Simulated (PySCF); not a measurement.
# CCSD(T)/STO-3G run of [SiCl3]+ (SMILES Cl[Si+](Cl)Cl)

What is the energy change on altering one bond length of [SiCl3]+ at CCSD(T)/STO-3G? 

The results are computed with PySCF 2.14.0.

8 further runs of the same task are left out: 1 that didn't finish, 7 set aside as unsound or not needed.

### Step 1. The structure to begin with

[SiCl3]+: 4 atoms, total charge +1, spin state singlet. As SMILES, `Cl[Si+](Cl)Cl`. Geometry: relaxed at PBE0-D4/def2-TZVP.

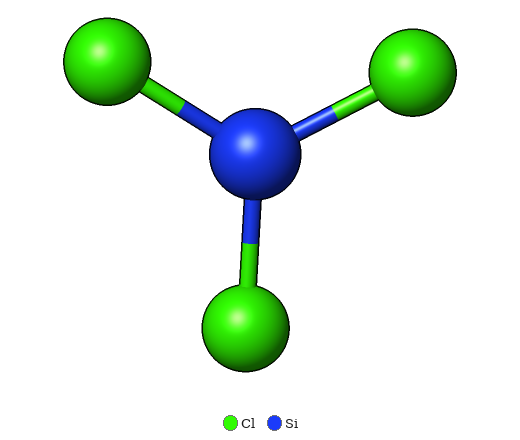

The structure, seen from a chosen angle (chlorine green, silicon blue).

### Step 2. A single-point energy at CCSD(T)/STO-3G

File calc.py:

```python
# Cl[Si+](Cl)Cl
from pyscf import gto, cc

molecule = gto.Mole()
molecule.atom = [
    ('Cl', (-1.556000, -0.622300, 0.990900)),
    ('Si', (-0.000000, -0.000100, -0.000100)),
    ('Cl', (1.772000, -0.669600, 0.449500)),
    ('Cl', (-0.216000, 1.292000, -1.440300)),
]
molecule.verbose = 4
molecule.max_memory = 1860
molecule.basis = 'sto-3g'
molecule.charge = 1
molecule.spin = 0
molecule.build()

hf = molecule.RHF()
hf.conv_tol = 1e-10
hf.kernel()
if not hf.converged:
    hf = hf.newton().run(hf.mo_coeff, hf.mo_occ)

mycc = cc.CCSD(hf, frozen=20)
mycc.kernel()
e_t = mycc.ccsd_t()
etot = mycc.e_tot + e_t
print('Final energy', etot)
```

Run with:

```sh
$ OMP_NUM_THREADS=1 python calc.py
```

The program printed:

```text
PySCF version 2.14.0

[INPUT] num. atoms = 4
[INPUT] num. electrons = 64
[INPUT] charge = 1
[INPUT] spin (= nelec alpha-beta = 2S) = 0
[INPUT] symmetry False subgroup None
[INPUT] Mole.unit = angstrom
[INPUT] Symbol           X                Y                Z      unit          X                Y                Z       unit  Magmom
[INPUT]  1 Cl    -1.556000000000  -0.622300000000   0.990900000000 AA   -2.940413849823  -1.175976567317   1.872529616832 Bohr   0.0
[INPUT]  2 Si     0.000000000000  -0.000100000000  -0.000100000000 AA    0.000000000000  -0.000188972612  -0.000188972612 Bohr   0.0
[INPUT]  3 Cl     1.772000000000  -0.669600000000   0.449500000000 AA    3.348594692729  -1.265360613009   0.849431892992 Bohr   0.0
[INPUT]  4 Cl    -0.216000000000   1.292000000000  -1.440300000000 AA   -0.408180842906   2.441526152938  -2.721772537211 Bohr   0.0

[... 42 lines left out ...]
converged SCF energy = -1649.18468491683
[... 12 lines left out ...]
Init t2, MP2 energy = -1649.24687356954  E_corr(MP2) -0.0621886527107613
[... 10 lines left out ...]
CCSD converged
[... 2 lines left out ...]
Final energy -1649.2630162950472
```

It took 1 s on 1 thread of Arm Neoverse V1, shared host; peak memory 0.12 GiB.

### Step 3. The distorted shape

File geometry.xyz:

```xyz
4

Cl    -1.448003    -1.268333     1.710982
Si     0.107997    -0.646133     0.719982
Cl     1.879997    -1.315633     1.169582
Cl    -0.216000     1.292000    -1.440300
```

File job.py:

```python
from pyscf import gto, scf, cc

mol = gto.M(
    atom='geometry.xyz',
    basis='sto-3g',
    max_memory=1860,
    verbose=3,
    charge=1,
)

hf = scf.RHF(mol)
hf.conv_tol = 1e-10
hf.kernel()
if not hf.converged:
    hf = hf.newton().run(hf.mo_coeff, hf.mo_occ)

mycc = cc.CCSD(hf, frozen=20)
mycc.kernel()
e_t = mycc.ccsd_t()
e_final = mycc.e_tot + e_t
print('E = %.10f Eh' % e_final)
```

Run with:

```sh
$ OMP_NUM_THREADS=1 python job.py
```

The program printed:

```text
converged SCF energy = -1649.04883849236
E(CCSD) = -1649.170630488511  E_corr = -0.1217919961513345
CCSD(T) correction = -0.00744060859117458
E = -1649.1780710971 Eh
```

Wall time 0.89 s (1 thread of Arm Neoverse V1, shared host); peak memory 0.1 GiB.

### Step 4. Outcome

Level: CCSD(T)/STO-3G, 20 core orbitals frozen.

```
                                                           quantity           value
                                          first shape: total energy  -1649.26302 Eh
                   first shape: HOMO energy (Hartree–Fock orbitals)       -18.76 eV
                   first shape: LUMO energy (Hartree–Fock orbitals)        -4.43 eV
                 first shape: HOMO–LUMO gap (Hartree–Fock orbitals)        14.33 eV
          first shape: correlation energy (20 core orbitals frozen)       -78.3 mEh
                                        first shape: (T) correction       -4.29 mEh
                                         first shape: T1 diagnostic           0.014
                                      distorted shape: total energy  -1649.17807 Eh
               distorted shape: HOMO energy (Hartree–Fock orbitals)       -15.81 eV
               distorted shape: LUMO energy (Hartree–Fock orbitals)        -7.28 eV
             distorted shape: HOMO–LUMO gap (Hartree–Fock orbitals)         8.52 eV
      distorted shape: correlation energy (20 core orbitals frozen)      -129.2 mEh
                                    distorted shape: (T) correction       -7.44 mEh
                                     distorted shape: T1 diagnostic           0.016
energy change with the Si2–Cl4 bond stretched from 1.947 to 2.920 Å        2.311 eV
```

**Reading.** With the Si2–Cl4 bond stretched from 1.947 to 2.920 Å the energy rises by 2.31 eV (223 kJ/mol). The first shape isn't relaxed at this level, so the change isn't measured from a minimum. The minimal basis adds a large error of its own. Mulliken charges (first shape) of the mean-field density run from -0.08 on Cl1 to +1.24 on Si2; they depend strongly on the basis. The triples (first shape) make up 5.5 % of the correlation energy. The triples (distorted shape) make up 5.8 % of the correlation energy.
